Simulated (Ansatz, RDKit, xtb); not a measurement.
**C6H3F2N: which of the isomers drawn lies lowest?, part 1 of 2**

Which of a sample of isomers of C6H3F2N is the most stable in the gas at 298.15 K, and what are its properties? The sample is small against all isomers, and the most stable one of this formula need not be in it.

Plan: many cheap relaxations first (GFN2-xTB), then density-functional screening, relaxation at B3LYP/def2-SVP, vibrations (at GFN2-xTB) and a final energy. The numbers are computed, not measured.

## (1) Candidates

Isomers were taken from a list of plausible structures; this is a sample, not all of them. That gives 14 candidates, of which 1 could not be built in three dimensions.

```tsv
label	SMILES	spin
c066	C#C[C@@]1(F)[C@H](F)[C@H]1C#N	singlet
c111	N#C/C=C\C#CC(F)F	singlet
c130	N#C[C@H]1[C@@]23[C@@H](F)[C@@]12[C@H]3F	singlet
c289	N#CC#C/C(=C\F)CF	singlet
c447	C=C(F)[C@H](F)C#CC#N	singlet
c546	N#C/C(F)=C1/CC=C1F	singlet
c649	C#C[C@@]1(F)[C@H](C#N)[C@@H]1F	singlet
c765	N#C/C=C/C#CC(F)F	singlet
c813	N#C[C@@]1(F)[C@@]23C[C@@]12[C@H]3F	singlet
c865	C#C[C@@]1(F)[C@@H](F)[C@@H]1C#N	singlet
c915	N#C/C(F)=C1\CC=C1F	singlet
c935	C=CC(F)(F)C#CC#N	singlet
c947	N#C[C@H]1[C@@]23[C@H](F)[C@@]12[C@@H]3F	singlet
```

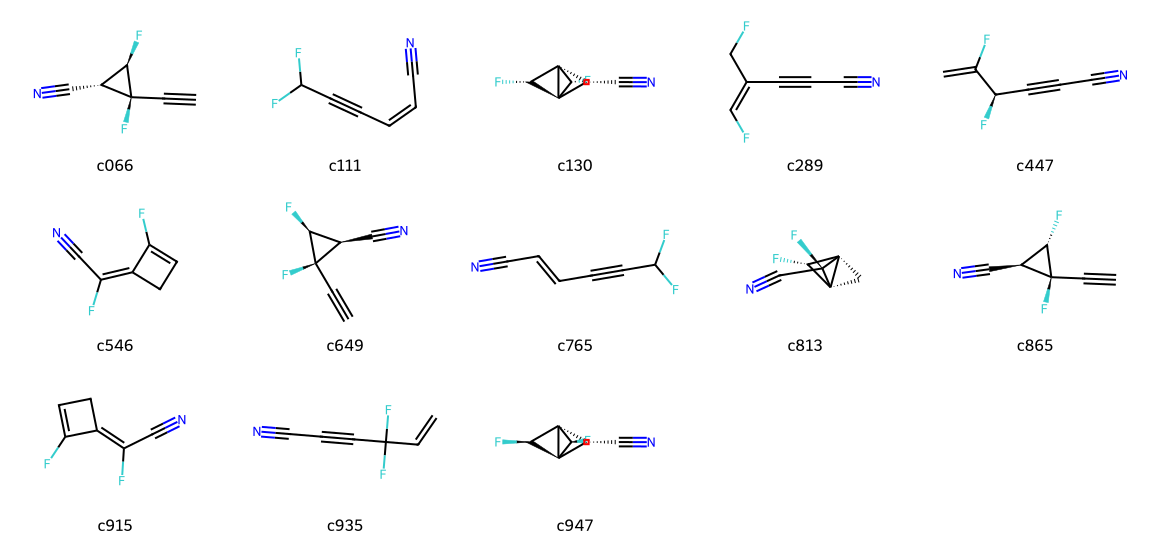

Structural formulas of the candidates.

Candidates are built by distance geometry, with a force field where one applies, in up to four conformers (letters a to d).

## (2) Search with GFN2-xTB

All 16 starts are relaxed the same way. One of them, c130a (taken from a list of plausible isomers, embedded by distance geometry and MMFF94), in full:

start.xyz

```xyz
12
c130a
C     -0.102547     0.349211     0.540885
C      0.669821     1.287476    -0.287653
C      0.877648     1.067178    -1.750526
C     -0.523603     1.264616    -2.161979
C      0.055185     2.266253    -1.193240
C      1.317684     2.492322    -2.005095
F     -1.515838     0.391575    -1.691722
F      2.425991     2.959842    -1.403902
N     -0.611828    -0.360530     1.212588
H      1.586916     1.643551     0.275117
H     -0.765377     1.550573    -3.185320
H      1.272142     2.871219    -3.001380
```

The run is started by

```console
$ xtb start.xyz --gfn 2 --opt
```

What it wrote, shortened:

```text
* xtb version 6.7.1
[...]
          :  # basis functions                  39          :
[...]
          :  # electrons                        46          :
[...]
          :  Hamiltonian                  GFN2-xTB          :
[...]
          :  net charge                          0          :
          :  unpaired electrons                  0          :
[...]
   *** convergence criteria satisfied after 12 iterations ***
[...]
   *** GEOMETRY OPTIMIZATION CONVERGED AFTER 9 ITERATIONS ***
[...]
   *** convergence criteria satisfied after 3 iterations ***
[...]
         ::                     SUMMARY                     ::
         :::::::::::::::::::::::::::::::::::::::::::::::::::::
         :: total energy             -26.574831662324 Eh    ::
         :: gradient norm              0.000552131685 Eh/a0 ::
         :: HOMO-LUMO gap              3.749155564688 eV    ::
         ::.................................................::
         :: SCC energy               -26.873243639598 Eh    ::
         :: -> isotropic ES            0.029141287029 Eh    ::
         :: -> anisotropic ES          0.002971023986 Eh    ::
         :: -> anisotropic XC          0.010129362035 Eh    ::
         :: -> dispersion             -0.008194508476 Eh    ::
         :: repulsion energy           0.298411977274 Eh    ::
         :: add. restraining           0.000000000000 Eh    ::
         :: total charge              -0.000000000000 e     ::
         :::::::::::::::::::::::::::::::::::::::::::::::::::::
[...]
        23        2.0000           -0.4469674             -12.1626 (HOMO)
        24                         -0.3091885              -8.4134 (LUMO)
[...]
     #   Z          covCN         q      C6AA      α(0)
     1   6          1.893     0.124    28.070     8.557
     2   6          4.072     0.042    19.796     6.320
     3   6          3.888    -0.074    21.851     6.646
     4   6          3.905     0.187    17.587     5.961
     5   6          3.888    -0.074    21.850     6.645
     6   6          3.935     0.181    17.668     5.973
     7   9          0.784    -0.192    11.152     3.945
     8   9          0.784    -0.203    11.268     3.965
     9   7          0.911    -0.188    25.083     7.243
    10   1          0.925     0.090     1.877     2.142
    11   1          0.925     0.052     2.289     2.366
    12   1          0.925     0.055     2.264     2.353
[...]
     #   Z sym  total        # sym  WBO       # sym  WBO       # sym  WBO
 ---------------------------------------------------------------------------
     1   6      3.952 --     9      2.848     2      1.065
     2   6      3.978 --     1      1.065    10      0.940     3      0.927
                             5      0.926
     3   6      3.529 --     4      0.941     6      0.941     2      0.927
                             5      0.597
     4   6      3.902 --     7      0.982    11      0.958     5      0.941
                             3      0.941
     5   6      3.529 --     4      0.941     6      0.941     2      0.926
                             3      0.597
     6   6      3.898 --     8      0.974    12      0.958     5      0.941
                             3      0.941
     7   9      1.106 --     4      0.982
     8   9      1.088 --     6      0.974
[...]
molecular dipole:
                 x           y           z       tot (Debye)
 q only:        0.327       0.576      -0.772
   full:        0.573       0.945      -1.207       4.161
molecular quadrupole (traceless):
[...]
          | TOTAL ENERGY              -26.574831662324 Eh   |
          | GRADIENT NORM               0.000552131685 Eh/α |
          | HOMO-LUMO GAP               3.749155564688 eV   |
           -------------------------------------------------
[...]
```

Wall time 0.059 s (4 threads of Arm Neoverse V2, shared host).

## (3) What the search left

16 of the 16 relaxations converged. 16 distinct structures remain:

```tsv
label	start	SMILES after	spin	energy (kcal/mol)
c546a	drawn	N#C/C(F)=C1/CC=C1F	singlet	0.0
c915a	drawn	N#C/C(F)=C1\CC=C1F	singlet	0.6
c289a	drawn	N#CC#C/C(=C\F)CF	singlet	5.6
c765a	drawn	N#C/C=C/C#CC(F)F	singlet	7.0
c111a	drawn	N#C/C=C\C#CC(F)F	singlet	7.1
c289b	drawn	N#CC#C/C(=C\F)CF	singlet	7.2
c447a	drawn	C=C(F)[C@H](F)C#CC#N	singlet	12.9
c865a	drawn	C#C[C@@]1(F)[C@@H](F)[C@@H]1C#N	singlet	14.3
c066a	drawn	C#C[C@@]1(F)[C@H](F)[C@H]1C#N	singlet	15.3
c447b	drawn	C=C(F)[C@H](F)C#CC#N	singlet	15.4
c935a	drawn	C=CC(F)(F)C#CC#N	singlet	15.6
c935b	drawn	C=CC(F)(F)C#CC#N	singlet	15.9
c649a	drawn	C#C[C@@]1(F)[C@H](C#N)[C@@H]1F	singlet	18.3
c947a	drawn	N#C[C@H]1[C@@]23[C@H](F)[C@@]12[C@@H]3F	singlet	38.6
c130a	drawn	N#C[C@H]1[C@@]23[C@@H](F)[C@@]12[C@H]3F	singlet	38.9
c813a	drawn	N#C[C@@]1(F)[C@@]23C[C@@]12[C@H]3F	singlet	42.8
```

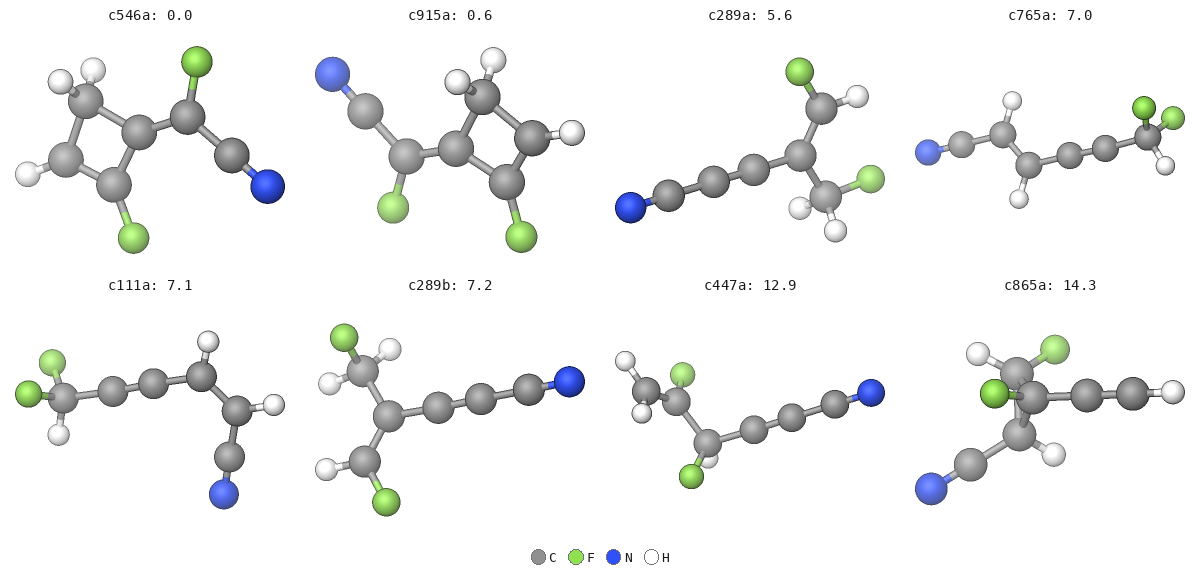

The 8 lowest minima that did not fall apart, with their GFN2-xTB energies in kcal/mol.

## (4) Screening with a density functional

A choice of the minima (the low ones first, few conformers of a pattern, up to a cap) and the lowest that fell apart get a single point at r2SCAN-D4/def2-SVP on the tight-binding geometry, and one at HF/STO-3G for comparison. The lowest singlets are also tried as triplets at the same geometry (label ending in t). The first, c546a:

input.yaml

```yaml
crystal:
  periodic: [false, false, false]
  atoms:
    - symbol: C
      position_ang: [-0.674814, -0.114225, 0.448325]
    - symbol: C
      position_ang: [0.163328, 0.086590, -0.675269]
    - symbol: C
      position_ang: [0.401183, 1.279220, -1.226650]
    - symbol: C
      position_ang: [1.233779, 1.779876, -2.402595]
    - symbol: C
      position_ang: [0.714719, 3.153623, -2.013323]
    - symbol: C
      position_ang: [0.002515, 2.652940, -0.993624]
    - symbol: F
      position_ang: [0.732083, -1.026925, -1.180030]
    - symbol: F
      position_ang: [-0.795731, 3.177501, -0.071718]
    - symbol: N
      position_ang: [-1.353042, -0.276468, 1.356829]
    - symbol: H
      position_ang: [2.307083, 1.633347, -2.294101]
    - symbol: H
      position_ang: [0.911309, 1.412830, -3.375349]
    - symbol: H
      position_ang: [0.877280, 4.129956, -2.421669]
basis:
  gaussian:
    orbitals: def2-SVP
magnetization:
  spin_polarized: false
hamiltonian:
  xc: {name: r2SCAN}
  dispersion: d4
scf:
  lower_state_search: "off"
```

The run is started by

```console
$ ansatz run input.yaml --threads 4 --pin off --max-ram 7830MiB --events-out events.jsonl --progress --plain --runs-dir runs
```

What it wrote, shortened:

```text
Warning: RAYON_NUM_THREADS=4 ignored (pool sized by the plan → 4); use --threads N
Functional definition: r2SCAN
  name "r2SCAN"
[...]
1590 factors; their error is unknown
[...]
mean field -13174.41811174 eV, -484.1509356650 hartree, gradient 6.0e-6 eV, S^2 0.000000; 0 other end points of the search recorded, 0 dependent functions left out
reference -13174.41811950 eV, -484.1509359503 hartree; 32, 32 occupied and 109, 109 virtual orbitals, 1590 factors
Total energy: -13174.49805389 eV, -484.1538734851 hartree
Checks for a lower state left out: stability, starts, cluster_reference, orbital_swaps, neighbouring_geometries, increment
```

It took 1.8 s on 4 threads of Arm Neoverse V2, shared host; peak memory 0.19 GiB.

Relative energies in kcal/mol, each column from its lowest structure that stays in one piece:

```tsv
label	SMILES	spin	GFN2-xTB	HF/STO-3G	r2SCAN-D4/def2-SVP
c915a	N#C/C(F)=C1\CC=C1F	singlet	0.6	0.0	0.0
c546a	N#C/C(F)=C1/CC=C1F	singlet	0.0	0.2	0.3
c765a	N#C/C=C/C#CC(F)F	singlet	7.0	16.2	4.7
c111a	N#C/C=C\C#CC(F)F	singlet	7.1	16.2	4.8
c289a	N#CC#C/C(=C\F)CF	singlet	5.6	14.5	6.2
c289b	N#CC#C/C(=C\F)CF	singlet	7.2	14.9	7.2
c935a	C=CC(F)(F)C#CC#N	singlet	15.6	20.0	8.8
c935b	C=CC(F)(F)C#CC#N	singlet	15.9	20.6	9.3
c447a	C=C(F)[C@H](F)C#CC#N	singlet	12.9	21.0	14.0
c447b	C=C(F)[C@H](F)C#CC#N	singlet	15.4	21.3	14.7
c865a	C#C[C@@]1(F)[C@@H](F)[C@@H]1C#N	singlet	14.3	23.3	25.6
c066a	C#C[C@@]1(F)[C@H](F)[C@H]1C#N	singlet	15.3	23.9	27.2
c649a	C#C[C@@]1(F)[C@H](C#N)[C@@H]1F	singlet	18.3	24.8	28.2
c915at	N#C/C(F)=C1\CC=C1F	triplet	–	–	61.6
c765at	N#C/C=C/C#CC(F)F	triplet	–	–	67.0
```

## (5) Refinement at B3LYP/def2-SVP

6 candidates are relaxed at B3LYP/def2-SVP (chosen among the lowest in one piece, one conformer a pattern). The first, c915a:

input.yaml

```yaml
crystal:
  periodic: [false, false, false]
  atoms:
    - {symbol: C, position_ang: [0.183460, -0.501011, 0.206414]}
    - {symbol: C, position_ang: [-0.539204, 0.572380, -0.368029]}
    - {symbol: C, position_ang: [0.042770, 1.490386, -1.145083]}
    - {symbol: C, position_ang: [1.471654, 1.698714, -1.633920]}
    - {symbol: C, position_ang: [0.909914, 2.916221, -2.346375]}
    - {symbol: C, position_ang: [-0.327340, 2.682836, -1.884641]}
    - {symbol: F, position_ang: [-1.852139, 0.614639, -0.080400]}
    - {symbol: F, position_ang: [-1.495780, 3.292636, -2.026139]}
    - {symbol: "N", position_ang: [0.785405, -1.362917, 0.661879]}
    - {symbol: H, position_ang: [2.196156, 1.905516, -0.847805]}
    - {symbol: H, position_ang: [1.851109, 0.908275, -2.279516]}
    - {symbol: H, position_ang: [1.360406, 3.658935, -2.972632]}
basis:
  gaussian:
    orbitals: def2-SVP
scf:
  lower_state_search: "off"
hamiltonian:
  xc: {name: B3LYP}
relax:
  f_tol: 0.006
```

The run is started by

```console
$ ansatz run input.yaml --threads 4 --pin off --max-ram 7830MiB --events-out events.jsonl --progress --plain --runs-dir runs
```

What it wrote, shortened:

```text
Warning: RAYON_NUM_THREADS=4 ignored (pool sized by the plan → 4); use --threads N
[...]
Functional definition: B3LYP
  name "B3LYP"
[...]
1606 factors; integrals over basis functions are off by at most 3.0e-4 eV
[...]
mean field -13181.22950600 eV, -484.4012497871 hartree, gradient 3.3e-6 eV, S^2 0.000000; 0 other end points of the search recorded, 0 dependent functions left out
[...]
reference -13181.22973352 eV, -484.4012581486 hartree; 32, 32 occupied and 109, 109 virtual orbitals, 1606 factors
relax step   1: F+E_penalty+E_count = -13181.22950600 eV  Δ(F+E_penalty+E_count) = +0.000e0 eV  max|allowed force component| = 1.552e0 eV/Å  Δτ_max = 0.0000 Å  (18 SCF iters, accepted)
[...]
relax step   3: F+E_penalty+E_count = -13181.27797178 eV  Δ(F+E_penalty+E_count) = -3.887e-3 eV  max|allowed force component| = 5.953e-2 eV/Å  Δτ_max = 0.0209 Å  (23 SCF iters, accepted)
[...]
Atom 3 at     1.494154     1.712985    -1.649530 Å, force    -0.000020    -0.000909     0.000529 eV/Å
Atom 4 at     0.906861     2.938805    -2.360829 Å, force     0.000351     0.000306    -0.000430 eV/Å
Atom 5 at    -0.329921     2.679811    -1.882756 Å, force    -0.000311    -0.000905     0.000805 eV/Å
Atom 6 at    -1.843860     0.627225    -0.090122 Å, force    -0.000459    -0.000229     0.000265 eV/Å
Atom 7 at    -1.502177     3.265526    -2.007852 Å, force     0.000737    -0.000509     0.000147 eV/Å
Atom 8 at     0.728558    -1.420343     0.714740 Å, force    -0.000887    -0.000069     0.000204 eV/Å
Atom 9 at     2.227662     1.923355    -0.854446 Å, force     0.000219     0.000228    -0.000239 eV/Å
Atom 10 at     1.878303     0.914448    -2.304679 Å, force     0.000298     0.000365    -0.000226 eV/Å
Atom 11 at     1.338473     3.707942    -2.999869 Å, force     0.000036    -0.000201     0.000158 eV/Å
Dipole moment:     0.287166     0.550158    -0.451922 e Å
Checks for a lower state left out: stability, starts, cluster_reference, orbital_swaps, neighbouring_geometries, increment
```

Wall time 18 s (4 threads of Arm Neoverse V2, shared host); peak memory 0.37 GiB.

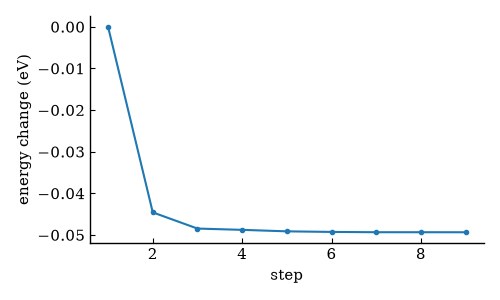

Energy along the run, all evaluated steps.

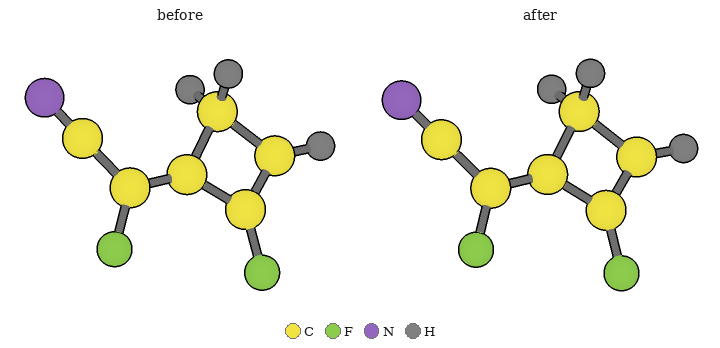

Before and after, at one scale.

After the run. Bond lengths: C1–C2 1.431 Å, C2–C3 1.342 Å, C3–C4 1.537 Å, C4–C5 1.534 Å, C3–C6 1.456 Å, C5–C6 1.351 Å, C2–F7 1.340 Å, C6–F8 1.316 Å, C1–N9 1.162 Å, C4–H10 1.102 Å, C4–H11 1.102 Å, C5–H12 1.089 Å. Some angles: C1–C2–C3 123.5°, C1–C2–F7 115.0°, C3–C2–F7 121.5°, C2–C1–N9 179.9°, C2–C3–C4 134.7°, C2–C3–C6 137.4°, C4–C3–C6 87.9°, C3–C4–C5 85.0°, C4–C5–C6 91.9°, C3–C6–C5 95.2°.

## (6) Ranking at B3LYP/def2-SVP

```tsv
label	spin	r2SCAN-D4/def2-SVP (kcal/mol)	B3LYP/def2-SVP, relaxed (kcal/mol)	time
c765a	singlet	4.7	0.0	14 s
c915a	singlet	0.0	0.1	18 s
c111a	singlet	4.8	0.2	16 s
c546a	singlet	0.3	0.4	14 s
c289a	singlet	6.2	2.7	17 s
c935a	singlet	8.8	4.9	17 s
```

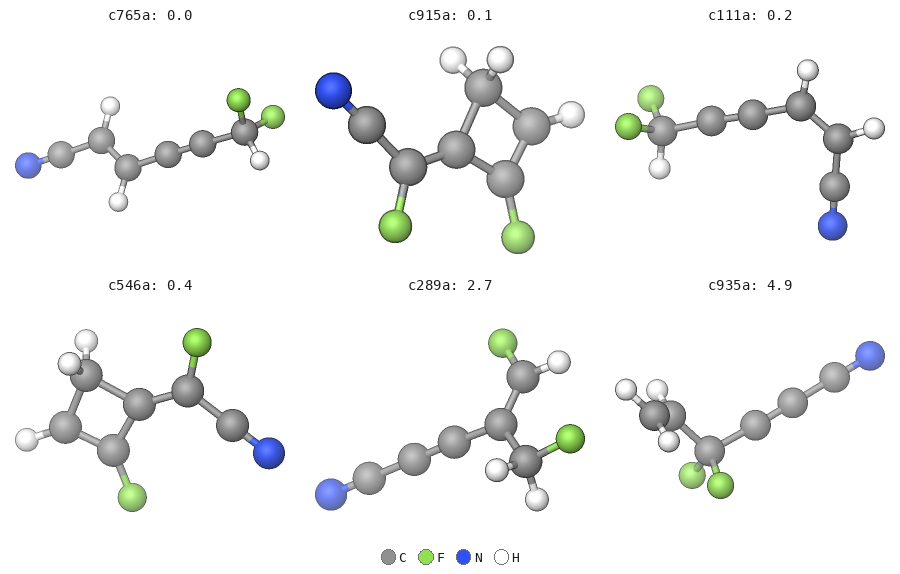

The relaxed structures, with energies at B3LYP/def2-SVP in kcal/mol.

## (7) Harmonic analysis of the finalists

The lowest few in one piece go on as finalists (c935a drops out). In this search the thermal terms come from GFN2-xTB at its own nearest minimum. The first, c765a:

start.xyz

```xyz
12
c765a
C      0.977828    -1.314427     0.773675
C      0.561235    -0.066118     0.222591
C      0.909434     0.333995    -1.023270
C      0.507414     1.569608    -1.592315
C      0.175692     2.621857    -2.100813
C     -0.207036     3.884339    -2.746758
F      0.255450     4.941063    -2.030733
F     -1.558790     3.986870    -2.820696
N      1.304990    -2.325820     1.243050
H     -0.063445     0.568503     0.858732
H      1.535882    -0.317849    -1.642898
H      0.201225     3.956061    -3.770960
```

The run is started by

```console
$ xtb start.xyz --gfn 2 --ohess tight
```

What it wrote, shortened:

```text
* xtb version 6.7.1
[...]
          :  # basis functions                  39          :
[...]
          :  # electrons                        46          :
[...]
          :  Hamiltonian                  GFN2-xTB          :
[...]
          :  net charge                          0          :
          :  unpaired electrons                  0          :
[...]
   *** convergence criteria satisfied after 12 iterations ***
[...]
   *** GEOMETRY OPTIMIZATION CONVERGED AFTER 13 ITERATIONS ***
[...]
   *** convergence criteria satisfied after 3 iterations ***
[...]
         ::                     SUMMARY                     ::
         :::::::::::::::::::::::::::::::::::::::::::::::::::::
         :: total energy             -26.625679263072 Eh    ::
         :: gradient norm              0.000250899017 Eh/a0 ::
         :: HOMO-LUMO gap              3.352740829352 eV    ::
         ::.................................................::
         :: SCC energy               -27.032840781322 Eh    ::
         :: -> isotropic ES            0.037000093146 Eh    ::
         :: -> anisotropic ES          0.000140884609 Eh    ::
         :: -> anisotropic XC          0.015004700963 Eh    ::
         :: -> dispersion             -0.007164584482 Eh    ::
         :: repulsion energy           0.407161518250 Eh    ::
         :: add. restraining           0.000000000000 Eh    ::
         :: total charge              -0.000000000000 e     ::
         :::::::::::::::::::::::::::::::::::::::::::::::::::::
[...]
        23        2.0000           -0.4420064             -12.0276 (HOMO)
        24                         -0.3187953              -8.6749 (LUMO)
[...]
molecular dipole:
                 x           y           z       tot (Debye)
 q only:        0.361      -0.183      -0.609
   full:        0.294       0.204      -0.925       2.521
molecular quadrupole (traceless):
[...]
          | TOTAL ENERGY              -26.625679263068 Eh   |
          | TOTAL ENTHALPY            -26.545711026872 Eh   |
          | TOTAL FREE ENERGY         -26.589560372701 Eh   |
          | GRADIENT NORM               0.000250782013 Eh/α |
[...]
```

It took 0.14 s on 4 threads of Arm Neoverse V2, shared host.

## (8) Thermal terms of the finalists

As xtb prints them, at 298.15 K, with its own treatment of low modes:

```tsv
label	SMILES	spin	lowest mode (cm⁻¹)	zero-point (kcal/mol)	G − E (kcal/mol)
c765a	N#C/C=C/C#CC(F)F	singlet	22i	44.3	22.7
c915a	N#C/C(F)=C1\CC=C1F	singlet	91	45.8	24.8
c111a	N#C/C=C\C#CC(F)F	singlet	9	44.4	22.1
c546a	N#C/C(F)=C1/CC=C1F	singlet	84	45.8	24.8
c289a	N#CC#C/C(=C\F)CF	singlet	53	44.7	22.6
```

c765a keeps an imaginary mode, a small one that points to a nearly free motion; the harmonic terms are rough for it.

(Continued in part 2 of 2.)
